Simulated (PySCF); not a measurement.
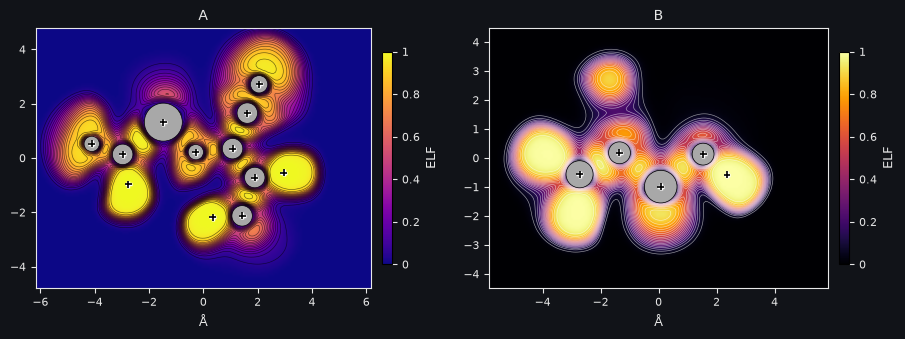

The ELF of 2 systems, each on a plane through atoms (crosses mark nuclei in the plane; grey discs cover the cores).

Theory: CAM-B3LYP/def2-SVPD, SCF density, gas phase in PySCF.

System 1: C5H7NO2Si (SMILES C/C=C(/C#N)O[SiH2]C=O), the plane of atoms C2, C3 and C4. Geometry: GFN2-xTB.

```yaml
atoms:
  - { symbol: C, position_ang: [-2.0285, -1.2311, -0.8320] }
  - { symbol: C, position_ang: [-1.9267, 0.1954, -0.4283] }
  - { symbol: C, position_ang: [-0.7979, 0.7797, -0.0019] }
  - { symbol: C, position_ang: [-0.8046, 2.1492, 0.3634] }
  - { symbol: N, position_ang: [-0.8051, 3.2569, 0.6595] }
  - { symbol: O, position_ang: [0.3754, 0.1008, 0.0943] }
  - { symbol: Si, position_ang: [1.8441, 0.5417, 0.6466] }
  - { symbol: C, position_ang: [2.7760, -1.0999, 0.3404] }
  - { symbol: O, position_ang: [3.9497, -1.2366, 0.5656] }
  - { symbol: H, position_ang: [-2.3670, -1.3027, -1.8654] }
  - { symbol: H, position_ang: [-2.7636, -1.7426, -0.2108] }
  - { symbol: H, position_ang: [-1.0679, -1.7291, -0.7347] }
  - { symbol: H, position_ang: [-2.8233, 0.7958, -0.4837] }
  - { symbol: H, position_ang: [1.8126, 0.8632, 2.0709] }
  - { symbol: H, position_ang: [2.4206, 1.6313, -0.1351] }
  - { symbol: H, position_ang: [2.1986, -1.9630, -0.0602] }
```

System 2: C4H12B2S (SMILES BC(B)SC(C)C), the plane of atoms S4, C5 and H13. Geometry: GFN2-xTB.

```yaml
atoms:
  - { symbol: B, position_ang: [1.3622, 1.0896, 0.4037] }
  - { symbol: C, position_ang: [1.4128, -0.3007, -0.3319] }
  - { symbol: B, position_ang: [2.8796, -0.7829, -0.0769] }
  - { symbol: S, position_ang: [0.1685, -1.4517, 0.3981] }
  - { symbol: C, position_ang: [-1.4320, -0.6075, 0.0542] }
  - { symbol: C, position_ang: [-1.6436, -0.3794, -1.4347] }
  - { symbol: C, position_ang: [-1.5641, 0.6730, 0.8554] }
  - { symbol: H, position_ang: [1.4090, 1.1312, 1.5708] }
  - { symbol: H, position_ang: [1.3874, 2.0792, -0.2230] }
  - { symbol: H, position_ang: [1.1908, -0.2339, -1.3968] }
  - { symbol: H, position_ang: [3.7155, -0.4470, -0.8225] }
  - { symbol: H, position_ang: [3.1366, -1.4381, 0.8537] }
  - { symbol: H, position_ang: [-2.1506, -1.3488, 0.4165] }
  - { symbol: H, position_ang: [-0.9930, 0.4126, -1.8002] }
  - { symbol: H, position_ang: [-1.4407, -1.2906, -1.9932] }
  - { symbol: H, position_ang: [-2.6749, -0.0833, -1.6201] }
  - { symbol: H, position_ang: [-1.4766, 0.4718, 1.9205] }
  - { symbol: H, position_ang: [-0.7705, 1.3692, 0.5712] }
  - { symbol: H, position_ang: [-2.5262, 1.1464, 0.6628] }
```

### Match each panel to its system.

Panel A is system 1, C5H7NO2Si: the plane holds C, N, O, Si and H. C–N (1.15 Å): the ELF peaks at about 0.90 between the atoms; a short, multiple covalent bond. Panel B is system 2, C4H12B2S: the plane holds C, B, S and H. C–B (1.56 Å): the ELF peaks at about 0.95 between the atoms; localised, covalent bonding.
